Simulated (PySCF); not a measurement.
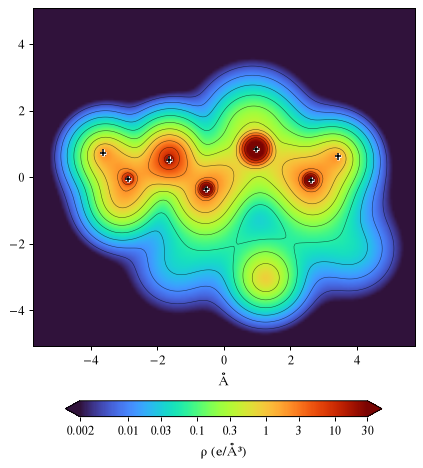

The electron density on a plane through atoms (crosses mark nuclei in the plane).

Level of theory: PySCF, PBE0/pcSseg-1, SCF density, gas phase, non-relativistic.

Candidates:
A. C2H9F3N2Si2 (SMILES N[SiH2][SiH2]NCC(F)(F)F)
B. BH9N2Si2 (SMILES BN[SiH2][SiH2]N)
C. C4H15NOSi3

Which candidate gave the map?

Answer. Candidate C: C4H15NOSi3 on the plane of atoms C3, Si8 and C7, which holds C, O, Si and H. C–O (1.40 Å): ρ is about 2.1 e/Å³ halfway, with its minimum of 1.8 e/Å³ about 0.5 Å from C. C–Si (1.91 Å): ρ at the midpoint is about 0.93 e/Å³.
